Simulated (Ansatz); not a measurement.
## Geometry relaxation, with input and output: BN2H6 (part 2 of 2)

BN2H6, multiplicity 2; UKS CAM-B3LYP/def2-SVP (Ansatz 0.2.0). The input holds or restrains some coordinates. It belongs to a series of runs on one base structure; here: pulled along the bonds that form and break, towards end A.

### Trajectory as extended XYZ, continued
```
9
Properties=species:S:1:pos:R:3:forces:R:3 step=6 energy=-3748.04356
B    -0.0018   -0.0866   -0.0898    0.4080   0.0902  -0.1737
H    -0.0631   -0.3771    1.0781   -0.0427  -0.4358   0.3291
N     1.2823    0.1108   -0.7394    0.4193   0.1480  -0.2127
H     1.7512   -0.7187   -1.1011    0.0045   0.3040   0.2191
H     1.6615    0.9786   -1.1136   -0.3488  -0.3159   0.0094
N    -1.2154    0.0290   -0.7458   -1.4452   0.1741  -1.1236
H    -2.1055   -0.3353   -0.3408    1.0084   0.8123  -0.4616
H    -1.2806    0.4012   -1.7271    0.0003  -0.7808   1.3497
H    -0.0285   -0.0018    2.9096   -0.0038   0.0039   0.0644
9
Properties=species:S:1:pos:R:3:forces:R:3 step=7 energy=-3748.26129
B     0.0033   -0.1046   -0.0952    0.2608   0.0576  -0.4183
H    -0.0514   -0.4645    1.0527    0.0217  -0.4235   0.2646
N     1.2788    0.1292   -0.7387    0.5007  -0.0990  -0.2488
H     1.8679   -0.6912   -0.9411   -0.1737   0.7960   0.3942
H     1.5491    0.9755   -1.2497   -0.3877  -0.6811   0.0129
N    -1.2183    0.0552   -0.7436   -1.0332   0.2200  -0.5737
H    -2.1225   -0.1903   -0.2986    0.9083   0.4628  -0.5009
H    -1.2707    0.3447   -1.7388   -0.0924  -0.3393   0.9928
H    -0.0363   -0.0540    2.8830   -0.0045   0.0064   0.0771
9
Properties=species:S:1:pos:R:3:forces:R:3 step=8 energy=-3748.46642
B     0.0115   -0.1394   -0.1061    0.1155   0.1376  -0.4063
H    -0.0281   -0.5732    1.0174    0.0846  -0.4134   0.1662
N     1.2708    0.1345   -0.7393    0.8153  -0.4146  -0.3258
H     1.9771   -0.6359   -0.7829   -0.6698   1.3705   0.2651
H     1.4439    0.9335   -1.3710   -0.2463  -1.0286   0.2484
N    -1.2209    0.0954   -0.7271   -0.6056   0.1478  -0.2169
H    -2.1201   -0.1014   -0.2680    0.6621   0.2672  -0.4080
H    -1.2745    0.3494   -1.7194   -0.1495  -0.0792   0.5877
H    -0.0598   -0.0629    2.8265   -0.0064   0.0126   0.0895
9
Properties=species:S:1:pos:R:3:forces:R:3 step=9 energy=-3748.62482
B    -0.0251   -0.1663   -0.1074    0.1347   0.0123  -0.3861
H    -0.0682   -0.6854    0.9797    0.0134  -0.3102   0.1136
N     1.2436    0.1398   -0.6819    0.7434  -0.3700  -0.2247
H     2.0095   -0.5599   -0.6119   -0.6699   1.1258   0.1209
H     1.3924    0.8774   -1.3825   -0.1344  -0.7940   0.2268
N    -1.2416    0.1041   -0.7528   -0.4042   0.1740  -0.0720
H    -2.1483   -0.0675   -0.3127    0.4564   0.1456  -0.3066
H    -1.2758    0.3878   -1.7330   -0.1436  -0.0075   0.4175
H     0.1135   -0.0301    2.7326    0.0042   0.0239   0.1106
9
Properties=species:S:1:pos:R:3:forces:R:3 step=10 energy=-3748.80054
B    -0.0086   -0.1972   -0.1212    0.0456   0.1513  -0.3462
H    -0.0337   -0.7566    0.9427    0.0488  -0.2776   0.1483
N     1.2422    0.1229   -0.7025    0.4374  -0.2670  -0.0531
H     2.0766   -0.4284   -0.4770   -0.4280   0.5868  -0.0350
H     1.3530    0.7456   -1.5028   -0.0266  -0.3968   0.1714
N    -1.2373    0.1331   -0.7210   -0.1586   0.0842  -0.1150
H    -2.1305   -0.0522   -0.2781    0.1719   0.0535  -0.1144
H    -1.3025    0.4675   -1.6784   -0.0909   0.0328   0.2189
H     0.0408   -0.0347    2.6682    0.0003   0.0329   0.1251
9
Properties=species:S:1:pos:R:3:forces:R:3 step=11 energy=-3748.87669
B     0.0148   -0.1987   -0.1328   -0.0484   0.1524  -0.3419
H     0.0163   -0.7585    0.9305    0.0214  -0.1781   0.1913
N     1.2503    0.0984   -0.7427    0.1457  -0.1221  -0.0136
H     2.1225   -0.2849   -0.3959   -0.1386   0.1725  -0.0508
H     1.3339    0.5892   -1.6258    0.0493  -0.0848   0.0560
N    -1.2273    0.1459   -0.7031   -0.0386  -0.0208   0.0113
H    -2.1050   -0.0405   -0.2389    0.0302  -0.0091  -0.0143
H    -1.3328    0.5377   -1.6302   -0.0129   0.0592   0.0318
H    -0.0726   -0.0885    2.6690   -0.0080   0.0308   0.1302
9
Properties=species:S:1:pos:R:3:forces:R:3 step=12 energy=-3748.89312
B     0.0071   -0.1786   -0.1550    0.0383   0.1323  -0.3053
H     0.0125   -0.6617    0.9451    0.0007  -0.1751   0.2275
N     1.2470    0.0569   -0.7795    0.0795   0.0010   0.0201
H     2.1177   -0.1891   -0.3308    0.0015   0.0256  -0.0182
H     1.3650    0.5032   -1.6796   -0.0141  -0.0264  -0.0205
N    -1.2371    0.1292   -0.7352   -0.1058   0.0280   0.0211
H    -2.1023   -0.0265   -0.2382   -0.0082  -0.0008  -0.0254
H    -1.3613    0.5566   -1.6434    0.0124   0.0003  -0.0170
H    -0.0486   -0.1901    2.7466   -0.0042   0.0151   0.1177
```

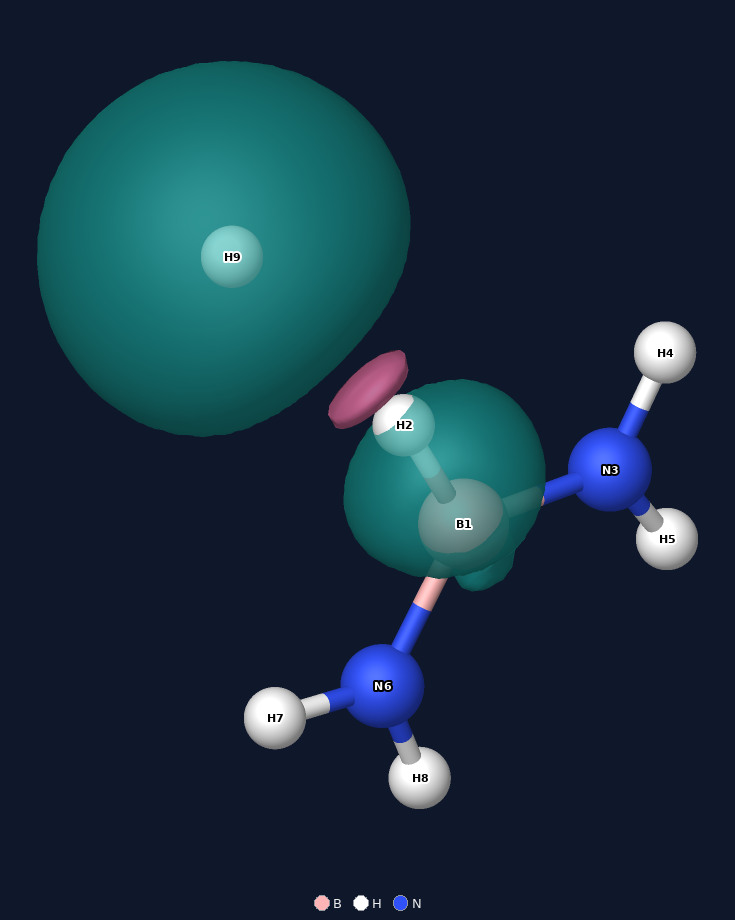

Figure 1. Isosurfaces of the spin density (α minus β) at +0.008 (teal) and −0.008 e/Å³ (pink), seen at an oblique angle. The unpaired spin (1 electron) lies mostly on H9 (about 0.9), in electrons by Hirshfeld's partition.

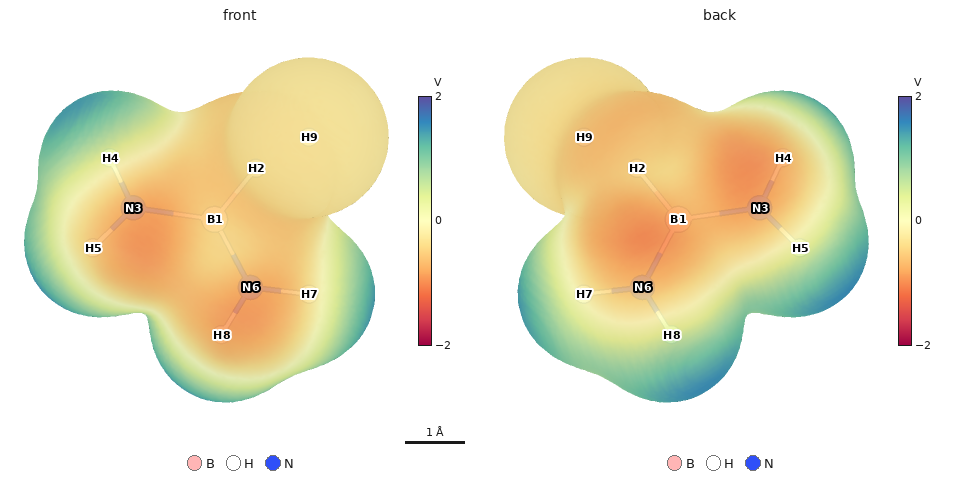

Figure 2. The molecular electrostatic potential painted on the density surface at 0.002 e/bohr³, seen at a tilt and from behind; red is negative and blue positive.

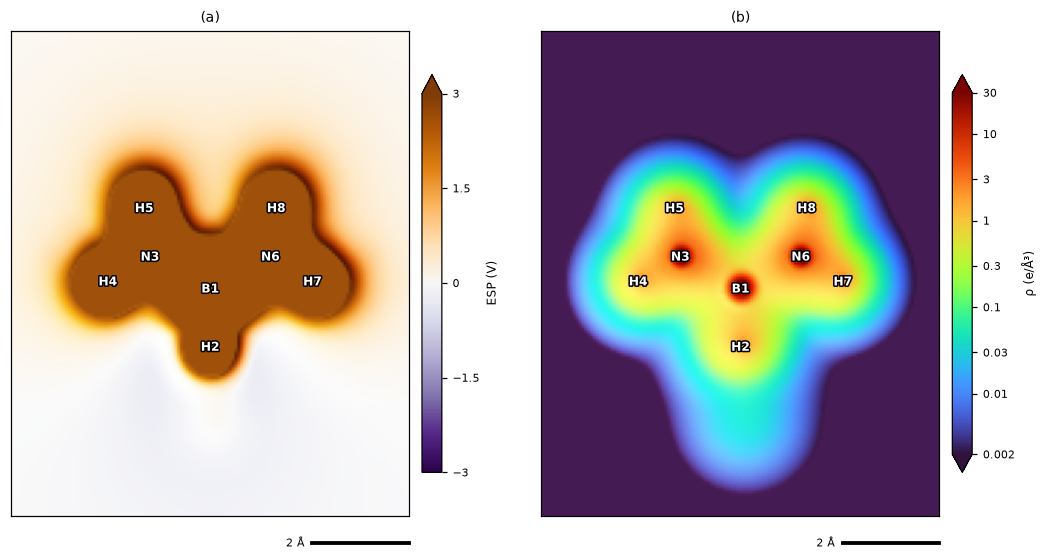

Figure 3. (a) electrostatic potential; (b) total electron density on the plane of atoms B1, N6 and H7. Atoms in the plane: B, H and N. B–N (1.41 Å): ρ at the midpoint is about 1.9 e/Å³.

The run was set up as follows.

### Input file
```yaml
crystal:
  periodic: [false, false, false]
  atoms:
    - { symbol: B, position_ang: [0.0, 0.0, 0.0] }
    - { symbol: H, position_ang: [0.0, 0.0, 1.44] }
    - { symbol: "N", position_ang: [1.3423, 0.0, -0.775] }
    - { symbol: H, position_ang: [1.8089, -0.9179, -1.0268] }
    - { symbol: H, position_ang: [1.7937, 0.9179, -1.0532] }
    - { symbol: "N", position_ang: [-1.3423, 0.0, -0.775] }
    - { symbol: H, position_ang: [-2.0112, -0.8164, -0.6764] }
    - { symbol: H, position_ang: [-1.5914, 0.8164, -1.4036] }
    - { symbol: H, position_ang: [0.0, 0.0, 2.4] }
magnetization:
  spin_polarized: true
  initial_magnetization: 1
basis:
  gaussian: { orbitals: def2-SVP }
hamiltonian:
  xc: cam_b3lyp
relax:
  f_tol: 0.15
  max_steps: 25
  restrain:
    - { distance: [1, 8], at: 1.86, k: 30.0 }
    - { distance: [0, 1], at: 1.19, k: 30.0 }
output:
  orbitals: {}
```

Run as:
```bash
ansatz run input.yaml --threads 4 --pin off --max-ram 5120MiB --backend cpu --events-out ev --progress --plain --runs-dir out
```

### Summary

- outcome: converged under the restraints of the input
- total energy: −3748.8932 eV
- mean-field energy: −3748.8932 eV
- ⟨S²⟩: 0.751
- largest force (length of the vector) at the end, held atoms and coordinates included: 0.335 eV/Å
- hardware: 4 threads of Intel Xeon @ 2.50GHz (Skylake/Cascade Lake), 12 GiB of memory available, shared host
- wall time: 15 s (CPU time 54 s)
- peak memory: 0.19 GiB
